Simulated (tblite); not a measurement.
**Run report: Ge2NH6, geometry relaxation**

Ge2NH6, multiplicity 2, SMILES [GeH3][N][GeH3], computed with GFN2-xTB geometry optimisation, gas phase (tblite 0.8.0).

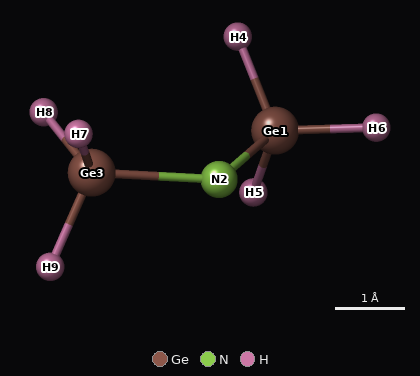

The input geometry (ball-and-stick view, seen at a tilt; atoms are numbered from 1 in the order of the input). Sticks mark near contacts.

## Input file
```
{"job": {"kind": "relax", "xc": "GFN2-xTB", "basis": "xTB"}, "charge": 0, "multiplicity": 2}
Ge    -0.082450    -1.591589     0.132251
N     -0.448564    -0.254064     1.448040
Ge     0.826163     1.004111     2.133024
H      1.237418    -2.262204     0.437203
H      0.000456    -0.920875    -1.213676
H     -1.200997    -2.588648     0.121251
H      0.842717     0.957656     3.623569
H      2.224417     0.661951     1.578292
H      0.466565     2.394830     1.661922
```

The first line tells a small driver script what to run in tblite; the rest is the geometry in Å.

Machine: 1 CPU thread, shared host.

Run as:
```bash
OMP_NUM_THREADS=1 python <driver script> task.json out
```

## Log
```
step      E/eV     max force
  0    -264.80381    1.627
  1    -264.90121    1.257
  2    -265.02648    0.737
  3    -265.04583    0.429
  4    -265.06002    0.313
  5    -265.08311    0.249
  6    -265.08777    0.242
  7    -265.09880    0.243
  8    -265.10892    0.315
  9    -265.12168    0.279
 10    -265.12598    0.145
 11    -265.12761    0.141
 12    -265.12864    0.148
 13    -265.13082    0.160
 14    -265.13411    0.200
 15    -265.13842    0.215
 16    -265.14222    0.141
 17    -265.14472    0.129
 18    -265.14645    0.123
 19    -265.14898    0.177
 20    -265.15289    0.207
 21    -265.15807    0.236
 22    -265.16430    0.218
 23    -265.17149    0.248
 24    -265.17811    0.260
 25    -265.18226    0.184
 26    -265.18435    0.118
 27    -265.18549    0.135
 28    -265.18662    0.134
 29    -265.18824    0.177
 30    -265.18968    0.149
 31    -265.19090    0.119
 32    -265.19140    0.065
 33    -265.19169    0.043
 34    -265.19185    0.044
 35    -265.19226    0.054
 36    -265.19257    0.055
 37    -265.19278    0.035
 38    -265.19286    0.028
 39    -265.19294    0.025
 40    -265.19302    0.027
 41    -265.19312    0.027
 42    -265.19319    0.024
 43    -265.19322    0.015
 44    -265.19325    0.012
 45    -265.19326    0.010
 46    -265.19328    0.011
 47    -265.19330    0.014
 48    -265.19335    0.020
 49    -265.19339    0.019
 50    -265.19343    0.014
 51    -265.19344    0.008
 52    -265.19345    0.009
 53    -265.19346    0.007
```

## Trajectory as extended XYZ (Å, eV, eV/Å), 28 frames, from step=0 to step=53
```
9
Properties=species:S:1:pos:R:3:forces:R:3 step=0 energy=-264.80381
Ge   -0.0824   -1.5916    0.1323   -0.1750   1.1250   1.0790
N    -0.4486   -0.2541    1.4480    1.4240  -0.0280  -0.4960
Ge    0.8262    1.0041    2.1330   -0.5670  -1.0940  -1.0620
H     1.2374   -2.2622    0.4372   -0.1220   0.0500  -0.0400
H     0.0005   -0.9209   -1.2137    0.0070  -0.0080   0.0640
H    -1.2010   -2.5886    0.1213   -0.0010   0.0960   0.1070
H     0.8427    0.9577    3.6236   -0.1040  -0.0690   0.0780
H     2.2244    0.6620    1.5783   -0.3870   0.1200   0.2190
H     0.4666    2.3948    1.6619   -0.0760  -0.1920   0.0510
9
Properties=species:S:1:pos:R:3:forces:R:3 step=2 energy=-265.02648
Ge   -0.0940   -1.5207    0.2008    0.0900  -0.5130  -0.4850
N    -0.3505   -0.2551    1.4140   -0.0320   0.0490   0.0310
Ge    0.7885    0.9344    2.0715    0.3330   0.4940   0.4340
H     1.2262   -2.2566    0.4344   -0.1960   0.1400  -0.0060
H     0.0006   -0.9218   -1.2049   -0.0250  -0.0080   0.2740
H    -1.1976   -2.5757    0.1313    0.1500   0.3930   0.2230
H     0.8333    0.9513    3.6168   -0.1860  -0.1500  -0.5100
H     2.1990    0.6693    1.5924   -0.0170  -0.0070   0.0220
H     0.4601    2.3760    1.6656   -0.1170  -0.3970   0.0180
9
Properties=species:S:1:pos:R:3:forces:R:3 step=4 energy=-265.06002
Ge   -0.0906   -1.5368    0.1850    0.0550   0.0250  -0.0170
N    -0.3552   -0.2539    1.4160    0.2710   0.0010  -0.1020
Ge    0.7992    0.9503    2.0853    0.0610  -0.0030   0.0050
H     1.2216   -2.2532    0.4344   -0.0910   0.0610  -0.0030
H    -0.0002   -0.9218   -1.1979   -0.0140   0.0200   0.1370
H    -1.1942   -2.5655    0.1374    0.0200   0.2350   0.1900
H     0.8283    0.9472    3.6036   -0.1570  -0.1300  -0.2380
H     2.2000    0.6688    1.5924   -0.0170   0.0150   0.0400
H     0.4568    2.3661    1.6657   -0.1270  -0.2230  -0.0140
9
Properties=species:S:1:pos:R:3:forces:R:3 step=6 energy=-265.08777
Ge   -0.0855   -1.5345    0.1838    0.0660   0.0730   0.0120
N    -0.3164   -0.2530    1.4023    0.0190  -0.0270  -0.0310
Ge    0.8069    0.9496    2.0831    0.0760  -0.0600  -0.1190
H     1.2083   -2.2444    0.4337    0.1150  -0.0750   0.0170
H    -0.0019   -0.9198   -1.1793   -0.0020   0.0910  -0.0880
H    -1.1898   -2.5343    0.1614   -0.1650   0.0500   0.1700
H     0.8083    0.9308    3.5729   -0.1260  -0.1250   0.1430
H     2.1946    0.6714    1.5990    0.1750   0.0130  -0.0070
H     0.4412    2.3354    1.6650   -0.1590   0.0600  -0.0960
9
Properties=species:S:1:pos:R:3:forces:R:3 step=8 energy=-265.10892
Ge   -0.0736   -1.5249    0.1837   -0.0390  -0.2680  -0.1600
N    -0.2821   -0.2549    1.3876   -0.1810   0.0640   0.0990
Ge    0.8226    0.9419    2.0674    0.0510   0.1620   0.1840
H     1.2123   -2.2470    0.4350    0.1190  -0.1000  -0.0190
H    -0.0035   -0.9064   -1.1757    0.0040   0.0610  -0.1320
H    -1.2069   -2.5015    0.2033   -0.0580   0.0810   0.1080
H     0.7756    0.9010    3.5653   -0.0620  -0.0810   0.0110
H     2.2134    0.6755    1.6035    0.2430   0.0400  -0.0180
H     0.4079    2.3176    1.6519   -0.0770   0.0410  -0.0720
9
Properties=species:S:1:pos:R:3:forces:R:3 step=10 energy=-265.12598
Ge   -0.0623   -1.5318    0.1722   -0.0790  -0.1020   0.0040
N    -0.2651   -0.2540    1.3802   -0.0370   0.0400   0.0170
Ge    0.8432    0.9458    2.0636   -0.0630   0.0530   0.1200
H     1.2254   -2.2572    0.4351    0.0250  -0.0810  -0.0760
H    -0.0048   -0.8892   -1.1819    0.0040  -0.0350  -0.0710
H    -1.2299   -2.4663    0.2510    0.0190   0.0420   0.0140
H     0.7400    0.8666    3.5617    0.0210  -0.0100  -0.0550
H     2.2490    0.6822    1.6064    0.0680   0.1100   0.0570
H     0.3703    2.3051    1.6336    0.0410  -0.0170  -0.0080
9
Properties=species:S:1:pos:R:3:forces:R:3 step=12 energy=-265.12864
Ge   -0.0645   -1.5371    0.1711    0.0210   0.0550   0.0310
N    -0.2681   -0.2523    1.3810    0.0340  -0.0060  -0.0360
Ge    0.8423    0.9489    2.0688   -0.0100  -0.0290  -0.0300
H     1.2284   -2.2630    0.4309   -0.0310  -0.0520  -0.0800
H    -0.0047   -0.8899   -1.1869   -0.0040  -0.0700  -0.0020
H    -1.2321   -2.4632    0.2549   -0.0320  -0.0070   0.0110
H     0.7389    0.8637    3.5611    0.0140  -0.0050   0.0180
H     2.2557    0.6889    1.6096   -0.0270   0.1180   0.0860
H     0.3699    2.3052    1.6315    0.0360  -0.0060   0.0020
9
Properties=species:S:1:pos:R:3:forces:R:3 step=14 energy=-265.13411
Ge   -0.0666   -1.5415    0.1728    0.1310   0.1060  -0.0500
N    -0.2636   -0.2487    1.3759    0.0690  -0.0460  -0.0600
Ge    0.8397    0.9511    2.0754    0.1110  -0.0470  -0.1600
H     1.2299   -2.2824    0.4104   -0.1090  -0.0010  -0.0610
H    -0.0053   -0.9003   -1.1968   -0.0240  -0.1010   0.0920
H    -1.2414   -2.4518    0.2697   -0.0670  -0.0480   0.0050
H     0.7345    0.8535    3.5588   -0.0130   0.0060   0.1280
H     2.2682    0.7206    1.6295   -0.0980   0.0850   0.0890
H     0.3704    2.3007    1.6261    0.0000   0.0450   0.0180
9
Properties=species:S:1:pos:R:3:forces:R:3 step=16 energy=-265.14222
Ge   -0.0626   -1.5448    0.1716    0.0570  -0.0360  -0.1120
N    -0.2435   -0.2447    1.3607    0.0930  -0.0450  -0.0500
Ge    0.8435    0.9526    2.0776    0.1200   0.0140  -0.0740
H     1.2237   -2.3160    0.3704   -0.1150   0.0190  -0.0090
H    -0.0084   -0.9240   -1.2062   -0.0450  -0.0690   0.0760
H    -1.2609   -2.4279    0.3013    0.0000  -0.0300  -0.0260
H     0.7213    0.8324    3.5581   -0.0360   0.0360   0.1250
H     2.2854    0.7821    1.6710   -0.0260   0.0000   0.0290
H     0.3671    2.2914    1.6173   -0.0480   0.1110   0.0410
9
Properties=species:S:1:pos:R:3:forces:R:3 step=18 energy=-265.14645
Ge   -0.0589   -1.5490    0.1656   -0.0760  -0.0930  -0.0260
N    -0.2259   -0.2453    1.3498    0.1160  -0.0160  -0.0320
Ge    0.8506    0.9545    2.0760   -0.0300   0.0650   0.0800
H     1.2131   -2.3309    0.3504   -0.0230  -0.0330   0.0220
H    -0.0128   -0.9398   -1.2062   -0.0480  -0.0040  -0.0500
H    -1.2687   -2.4174    0.3143    0.0360  -0.0160  -0.0400
H     0.7131    0.8250    3.5625   -0.0300   0.0520   0.0090
H     2.2919    0.8118    1.6929    0.1000  -0.0380  -0.0210
H     0.3632    2.2922    1.6165   -0.0450   0.0830   0.0590
9
Properties=species:S:1:pos:R:3:forces:R:3 step=20 energy=-265.15289
Ge   -0.0602   -1.5633    0.1533   -0.1140  -0.0030   0.0910
N    -0.1891   -0.2488    1.3306    0.1540   0.0230  -0.0040
Ge    0.8588    0.9643    2.0802   -0.1160   0.0950   0.1430
H     1.1949   -2.3568    0.3239    0.0890  -0.1070   0.0490
H    -0.0251   -0.9645   -1.2120   -0.0520   0.0570  -0.1830
H    -1.2775   -2.4084    0.3263   -0.0170  -0.0510  -0.0280
H     0.6992    0.8221    3.5741   -0.0170   0.0610  -0.1330
H     2.3109    0.8507    1.7227    0.0800  -0.0440  -0.0250
H     0.3539    2.3059    1.6228   -0.0080  -0.0300   0.0900
9
Properties=species:S:1:pos:R:3:forces:R:3 step=22 energy=-265.16430
Ge   -0.0685   -1.5897    0.1350    0.0300   0.1620   0.0910
N    -0.1022   -0.2536    1.2925    0.1570   0.0610   0.0450
Ge    0.8699    0.9899    2.0964   -0.0070   0.0480   0.0320
H     1.1658   -2.4151    0.2770    0.1170  -0.1400   0.0660
H    -0.0537   -1.0072   -1.2365   -0.0630   0.0640  -0.1990
H    -1.2982   -2.3930    0.3506   -0.1210  -0.0950   0.0160
H     0.6684    0.8195    3.5861   -0.0020   0.0540  -0.1730
H     2.3519    0.9222    1.7791   -0.1450  -0.0250   0.0200
H     0.3324    2.3283    1.6418    0.0330  -0.1270   0.1000
9
Properties=species:S:1:pos:R:3:forces:R:3 step=24 energy=-265.17811
Ge   -0.0749   -1.6059    0.1210    0.1530   0.1510  -0.0370
N     0.0134   -0.2550    1.2530    0.0500   0.0100   0.0300
Ge    0.8835    1.0192    2.1136    0.1290  -0.0500  -0.1290
H     1.1402   -2.4790    0.2400    0.0080  -0.0710   0.0470
H    -0.0896   -1.0422   -1.2702   -0.0580   0.0060  -0.0500
H    -1.3238   -2.3767    0.3808   -0.0690  -0.0200   0.0470
H     0.6298    0.8187    3.5786    0.0060   0.0130   0.0080
H     2.3819    0.9852    1.8345   -0.2550   0.0150   0.0490
H     0.3053    2.3368    1.6705    0.0360  -0.0530   0.0340
9
Properties=species:S:1:pos:R:3:forces:R:3 step=26 energy=-265.18435
Ge   -0.0707   -1.6074    0.1127    0.0490  -0.0110  -0.0510
N     0.0858   -0.2549    1.2290   -0.0140  -0.0450  -0.0180
Ge    0.8969    1.0309    2.1164    0.0110  -0.0560  -0.0330
H     1.1241   -2.5183    0.2180   -0.0380  -0.0230   0.0380
H    -0.1118   -1.0625   -1.2883   -0.0450   0.0040  -0.0110
H    -1.3401   -2.3590    0.4070    0.0810   0.0820   0.0240
H     0.6053    0.8133    3.5693    0.0210  -0.0040   0.0570
H     2.3860    1.0271    1.8722   -0.0820   0.0180   0.0140
H     0.2903    2.3319    1.6855    0.0160   0.0340  -0.0200
9
Properties=species:S:1:pos:R:3:forces:R:3 step=28 energy=-265.18662
Ge   -0.0660   -1.6117    0.1042   -0.0150  -0.0360  -0.0080
N     0.1262   -0.2578    1.2113    0.0020  -0.0380  -0.0230
Ge    0.9033    1.0340    2.1174   -0.1200  -0.0240   0.0550
H     1.1090   -2.5458    0.1994   -0.0100  -0.0260   0.0420
H    -0.1267   -1.0801   -1.2980   -0.0350   0.0280  -0.0410
H    -1.3447   -2.3404    0.4259    0.0990   0.0870   0.0160
H     0.5929    0.8075    3.5693    0.0300  -0.0060   0.0010
H     2.3875    1.0636    1.9016    0.0370  -0.0030  -0.0170
H     0.2842    2.3319    1.6908    0.0110   0.0190  -0.0250
9
Properties=species:S:1:pos:R:3:forces:R:3 step=30 energy=-265.18968
Ge   -0.0561   -1.6227    0.0853   -0.0530   0.0170   0.0420
N     0.2066   -0.2668    1.1749    0.0520   0.0010  -0.0130
Ge    0.9077    1.0382    2.1228   -0.1340   0.0120   0.0640
H     1.0818   -2.5999    0.1708    0.0110  -0.0140   0.0260
H    -0.1586   -1.1066   -1.3203   -0.0050   0.0230  -0.0270
H    -1.3473   -2.2924    0.4699    0.0640   0.0390   0.0010
H     0.5666    0.7912    3.5681    0.0340  -0.0140  -0.0440
H     2.3971    1.1296    1.9540    0.0200  -0.0350  -0.0270
H     0.2678    2.3306    1.6964    0.0120  -0.0290  -0.0220
9
Properties=species:S:1:pos:R:3:forces:R:3 step=32 energy=-265.19140
Ge   -0.0519   -1.6220    0.0802   -0.0130   0.0270   0.0010
N     0.2289   -0.2712    1.1668    0.0330   0.0140  -0.0060
Ge    0.9031    1.0370    2.1243   -0.0470   0.0390   0.0240
H     1.0771   -2.6083    0.1768    0.0100  -0.0060  -0.0070
H    -0.1684   -1.1035   -1.3257    0.0170  -0.0060   0.0040
H    -1.3399   -2.2744    0.4825   -0.0170  -0.0100   0.0090
H     0.5611    0.7862    3.5635    0.0160  -0.0280   0.0210
H     2.3938    1.1315    1.9574    0.0020  -0.0240  -0.0150
H     0.2619    2.3258    1.6961   -0.0010  -0.0060  -0.0300
9
Properties=species:S:1:pos:R:3:forces:R:3 step=34 energy=-265.19185
Ge   -0.0523   -1.6208    0.0794    0.0060   0.0060   0.0110
N     0.2381   -0.2708    1.1644    0.0190   0.0110  -0.0080
Ge    0.9013    1.0399    2.1260    0.0120  -0.0010   0.0020
H     1.0772   -2.6100    0.1781   -0.0180   0.0130  -0.0150
H    -0.1693   -1.1022   -1.3268    0.0170  -0.0120   0.0080
H    -1.3411   -2.2715    0.4865   -0.0040  -0.0020   0.0030
H     0.5586    0.7830    3.5631    0.0150  -0.0220   0.0320
H     2.3952    1.1291    1.9566   -0.0430  -0.0100  -0.0010
H     0.2580    2.3245    1.6946   -0.0050   0.0170  -0.0320
9
Properties=species:S:1:pos:R:3:forces:R:3 step=36 energy=-265.19257
Ge   -0.0513   -1.6197    0.0768    0.0050  -0.0240   0.0310
N     0.2670   -0.2703    1.1532    0.0050   0.0150   0.0010
Ge    0.8975    1.0450    2.1307    0.0400  -0.0370  -0.0060
H     1.0689   -2.6206    0.1710   -0.0220   0.0200  -0.0120
H    -0.1735   -1.1092   -1.3303    0.0120  -0.0010  -0.0080
H    -1.3422   -2.2600    0.4985    0.0060   0.0090  -0.0020
H     0.5555    0.7733    3.5672    0.0070  -0.0030   0.0000
H     2.3917    1.1379    1.9656   -0.0400   0.0040   0.0070
H     0.2521    2.3247    1.6892   -0.0120   0.0170  -0.0110
9
Properties=species:S:1:pos:R:3:forces:R:3 step=38 energy=-265.19286
Ge   -0.0495   -1.6208    0.0756   -0.0170  -0.0040   0.0210
N     0.2889   -0.2700    1.1439    0.0040  -0.0010  -0.0070
Ge    0.8977    1.0458    2.1331    0.0000  -0.0120  -0.0050
H     1.0609   -2.6305    0.1622   -0.0020   0.0060  -0.0020
H    -0.1775   -1.1164   -1.3336    0.0090   0.0020   0.0000
H    -1.3431   -2.2480    0.5097    0.0070   0.0070  -0.0040
H     0.5517    0.7660    3.5678    0.0010   0.0030  -0.0130
H     2.3889    1.1517    1.9772    0.0060   0.0030   0.0020
H     0.2478    2.3235    1.6861   -0.0080  -0.0050   0.0070
9
Properties=species:S:1:pos:R:3:forces:R:3 step=40 energy=-265.19302
Ge   -0.0488   -1.6228    0.0748   -0.0170   0.0200   0.0020
N     0.3128   -0.2704    1.1335    0.0070  -0.0100  -0.0110
Ge    0.9002    1.0461    2.1338   -0.0220   0.0030  -0.0150
H     1.0534   -2.6408    0.1536    0.0040  -0.0020   0.0050
H    -0.1821   -1.1225   -1.3366    0.0070  -0.0010   0.0160
H    -1.3449   -2.2340    0.5225    0.0020  -0.0010  -0.0040
H     0.5440    0.7590    3.5640    0.0020   0.0000  -0.0030
H     2.3902    1.1671    1.9902    0.0190   0.0010   0.0000
H     0.2408    2.3195    1.6860   -0.0020  -0.0110   0.0090
9
Properties=species:S:1:pos:R:3:forces:R:3 step=42 energy=-265.19319
Ge   -0.0486   -1.6242    0.0732    0.0040   0.0200  -0.0050
N     0.3540   -0.2718    1.1160    0.0060  -0.0040  -0.0050
Ge    0.9028    1.0476    2.1341   -0.0130  -0.0070  -0.0190
H     1.0417   -2.6560    0.1425   -0.0040  -0.0010   0.0110
H    -0.1895   -1.1311   -1.3398    0.0010   0.0010   0.0150
H    -1.3473   -2.2124    0.5424   -0.0040  -0.0070  -0.0050
H     0.5312    0.7480    3.5578    0.0060  -0.0050   0.0040
H     2.3933    1.1883    2.0088    0.0030   0.0040   0.0030
H     0.2283    2.3127    1.6868    0.0010  -0.0030   0.0020
9
Properties=species:S:1:pos:R:3:forces:R:3 step=44 energy=-265.19325
Ge   -0.0482   -1.6237    0.0721    0.0080  -0.0020   0.0010
N     0.3754   -0.2728    1.1071    0.0020   0.0040   0.0000
Ge    0.9028    1.0479    2.1336    0.0040  -0.0080  -0.0040
H     1.0354   -2.6630    0.1388   -0.0080   0.0010   0.0100
H    -0.1934   -1.1347   -1.3407   -0.0020   0.0070   0.0010
H    -1.3479   -2.2022    0.5515   -0.0050  -0.0060  -0.0050
H     0.5258    0.7428    3.5551    0.0070  -0.0060  -0.0020
H     2.3936    1.1973    2.0172   -0.0060   0.0080   0.0040
H     0.2222    2.3096    1.6872   -0.0010   0.0030  -0.0030
9
Properties=species:S:1:pos:R:3:forces:R:3 step=46 energy=-265.19328
Ge   -0.0475   -1.6237    0.0713   -0.0060  -0.0070   0.0050
N     0.3833   -0.2732    1.1036   -0.0010   0.0010  -0.0030
Ge    0.9026    1.0477    2.1333    0.0030   0.0040   0.0050
H     1.0322   -2.6664    0.1379   -0.0010  -0.0020   0.0080
H    -0.1955   -1.1362   -1.3414    0.0000   0.0080  -0.0010
H    -1.3480   -2.1993    0.5539    0.0010  -0.0020  -0.0070
H     0.5249    0.7410    3.5547    0.0040  -0.0070  -0.0050
H     2.3928    1.2019    2.0210    0.0010   0.0070   0.0010
H     0.2208    2.3093    1.6875   -0.0020  -0.0020  -0.0040
9
Properties=species:S:1:pos:R:3:forces:R:3 step=48 energy=-265.19335
Ge   -0.0466   -1.6243    0.0707   -0.0190  -0.0020   0.0020
N     0.4084   -0.2739    1.0924   -0.0030  -0.0030  -0.0030
Ge    0.9036    1.0474    2.1326    0.0030   0.0170   0.0070
H     1.0234   -2.6758    0.1345    0.0060  -0.0080   0.0070
H    -0.2001   -1.1395   -1.3425    0.0010   0.0050   0.0010
H    -1.3496   -2.1878    0.5635    0.0070   0.0030  -0.0080
H     0.5201    0.7327    3.5506    0.0000  -0.0090  -0.0020
H     2.3926    1.2169    2.0330    0.0050   0.0050  -0.0030
H     0.2139    2.3054    1.6870    0.0000  -0.0080  -0.0020
9
Properties=species:S:1:pos:R:3:forces:R:3 step=50 energy=-265.19343
Ge   -0.0466   -1.6248    0.0709   -0.0110   0.0050  -0.0050
N     0.4390   -0.2742    1.0780   -0.0020  -0.0010   0.0030
Ge    0.9054    1.0473    2.1315    0.0030   0.0140   0.0020
H     1.0130   -2.6868    0.1324    0.0040  -0.0080   0.0030
H    -0.2045   -1.1411   -1.3424    0.0000  -0.0040   0.0030
H    -1.3519   -2.1725    0.5756    0.0060   0.0050  -0.0060
H     0.5143    0.7191    3.5440   -0.0040  -0.0070   0.0050
H     2.3929    1.2359    2.0472    0.0030   0.0030  -0.0070
H     0.2041    2.2984    1.6846    0.0000  -0.0060   0.0010
9
Properties=species:S:1:pos:R:3:forces:R:3 step=52 energy=-265.19345
Ge   -0.0472   -1.6246    0.0711    0.0080   0.0000  -0.0040
N     0.4371   -0.2739    1.0787    0.0010   0.0020   0.0060
Ge    0.9059    1.0476    2.1314    0.0010   0.0000   0.0030
H     1.0136   -2.6865    0.1343   -0.0050  -0.0010   0.0000
H    -0.2038   -1.1396   -1.3416    0.0000  -0.0060  -0.0010
H    -1.3518   -2.1726    0.5747   -0.0040   0.0010  -0.0030
H     0.5148    0.7173    3.5436   -0.0020  -0.0020   0.0030
H     2.3932    1.2361    2.0461    0.0040   0.0030  -0.0060
H     0.2039    2.2973    1.6836   -0.0020   0.0020   0.0030
9
Properties=species:S:1:pos:R:3:forces:R:3 step=53 energy=-265.19346
Ge   -0.0471   -1.6247    0.0709    0.0070   0.0020   0.0010
N     0.4373   -0.2739    1.0788    0.0010   0.0010   0.0050
Ge    0.9059    1.0478    2.1316    0.0000  -0.0030   0.0020
H     1.0135   -2.6869    0.1339   -0.0050   0.0000   0.0010
H    -0.2041   -1.1401   -1.3419    0.0010  -0.0050  -0.0020
H    -1.3518   -2.1725    0.5747   -0.0020   0.0010  -0.0040
H     0.5146    0.7176    3.5439   -0.0010  -0.0010   0.0010
H     2.3934    1.2363    2.0462    0.0020   0.0030  -0.0060
H     0.2039    2.2976    1.6839   -0.0020   0.0010   0.0020
```

## Summary

- outcome: converged
- total energy: −265.1935 eV
- wall time: 1.1 s
- peak memory: 0.18 GiB
